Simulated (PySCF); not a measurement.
## Electronic structure of C5H14SSi (SMILES CS[SiH2]C(C)(C)C) in real space

Input

```
{"job": {"kind": "nmr", "xc": "PBE0", "basis": "pcSseg-1"}, "charge": 0, "multiplicity": 1}
C      3.416423     0.453163    -0.470175
S      2.099507     0.232875     0.768121
Si     0.454745    -0.237294    -0.529532
C     -1.083740    -0.527461     0.546514
C     -1.391813     0.741271     1.346994
C     -0.826549    -1.700648     1.496684
C     -2.254002    -0.855359    -0.386155
H      3.587853    -0.469805    -1.041888
H      3.184449     1.277924    -1.159524
H      4.333997     0.701321     0.079709
H      0.227776     0.890073    -1.492006
H      0.776881    -1.458069    -1.339056
H     -0.561141     1.016593     2.015405
H     -2.289196     0.587325     1.972008
H     -1.589561     1.602076     0.688403
H     -1.717963    -1.886053     2.121573
H     -0.606587    -2.630478     0.948074
H      0.020838    -1.503091     2.171795
H     -2.464235    -0.032403    -1.088279
H     -2.066170    -1.765736    -0.977916
H     -3.171959    -1.028988     0.202822
```

Launched as:

```sh
OMP_NUM_THREADS=1 python probes_run.py task.json out
```

Geometry: PBE0-D3(BJ)/def2-SVP.

Level of theory: PBE0/pcSseg-1, SCF density, gas phase, non-relativistic (PySCF).

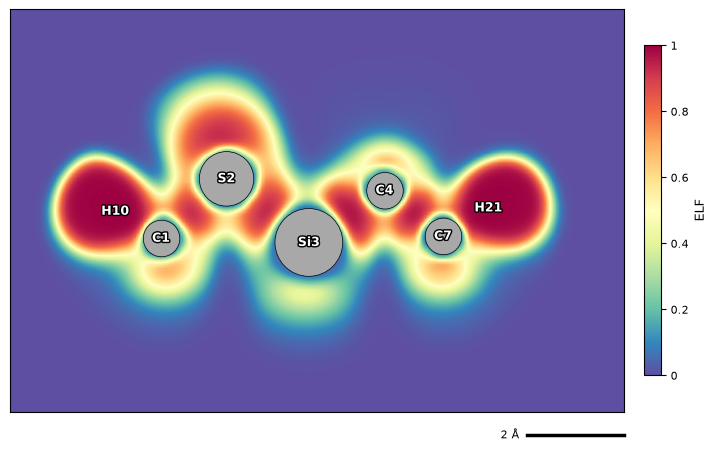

Figure 1. Electron localisation function on the plane of atoms C1, S2 and Si3. Grey discs cover the atomic cores.

Q: Interpret the plot.

A: The section cuts through C, S, Si and H sites. C–C (1.53 Å): the ELF peaks at about 0.95 between the atoms, as expected for localised, covalent bonding. C–S (1.82 Å): the ELF peaks at about 0.90 between the atoms; a covalent bond. C–Si (1.90 Å): the ELF peaks at about 0.95 between the atoms: localised, covalent bonding. Si–S (2.15 Å): the ELF peaks at about 0.95 between the atoms: localised, covalent bonding. C–H (1.10 Å): the ELF climbs to about 1 towards the hydrogen, as it does in any bond to H (a covalent bond by its length). The ELF also peaks beside S2, away from the bonds: lone-pair regions.

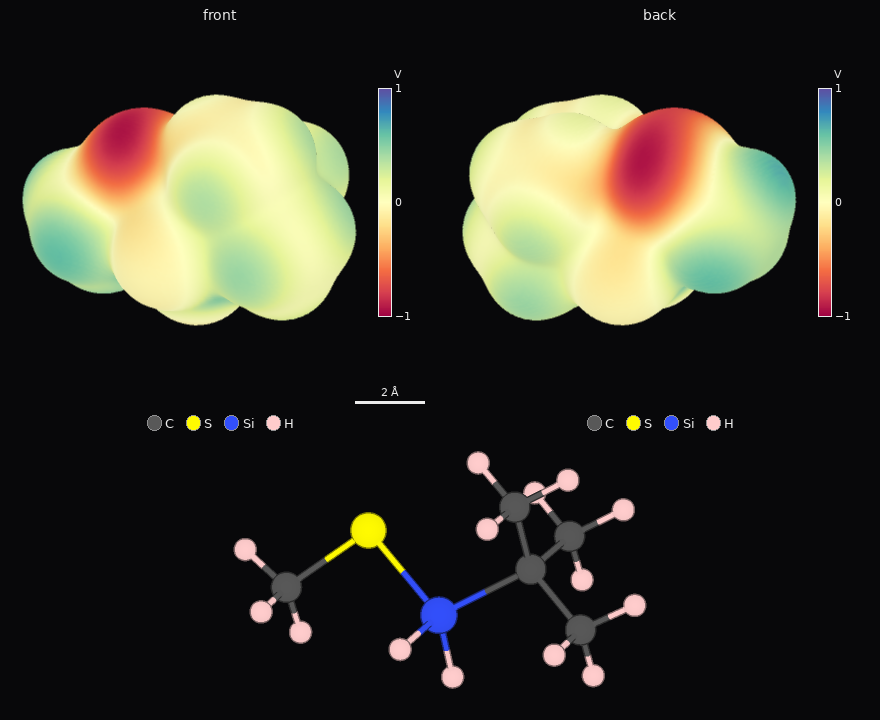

Figure 2. The electrostatic potential painted on the density surface at 0.001 e/bohr³, seen from the front and from behind; the colour scale runs from red (negative) to blue (positive). The bare structure is drawn below in the same view.

Q: Describe the electrostatic potential map.

A: The most negative region (about −0.9 V) lies over S2, the most positive (about +0.6 V) over H8, H9 and H10.

Q: What dipole moment does the calculation give?

A: Its dipole moment is 1.03 D.
